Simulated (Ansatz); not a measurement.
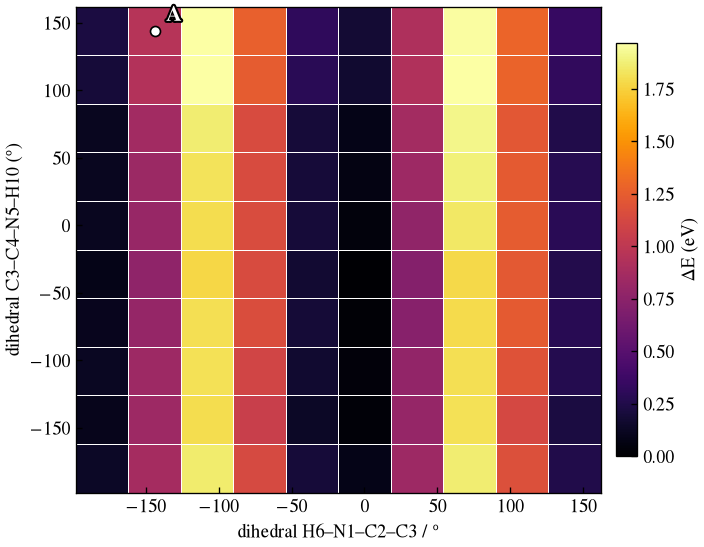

C3H6N2, SMILES N=C1CC1N. 
- Coordinates scanned: (1) dihedral H6–N1–C2–C3; (2) dihedral C3–C4–N5–H10.
- Nothing is relaxed (all other coordinates rigid).
- The grid has 10 × 10 points.
- All energies are given in eV relative to the lowest grid point.
- Energies and slopes of some neighbouring points disagree (a jump in structure or state, or too coarse a mesh). The dihedral twists a double bond; near 90° a spin-restricted reference is unreliable.
- Method: RKS PBE-D4/def2-TZVP (Ansatz).

In the figure: one coloured cell a grid point, the point A.

### Is A at rest? If not, where is it pushed?

A, at dihedral H6–N1–C2–C3 = −144°, dihedral C3–C4–N5–H10 = 144°, is not a stationary point. The computed force is 0.03 eV for each degree towards smaller values of dihedral H6–N1–C2–C3 and 0.0017 eV for each degree towards larger values of dihedral C3–C4–N5–H10.
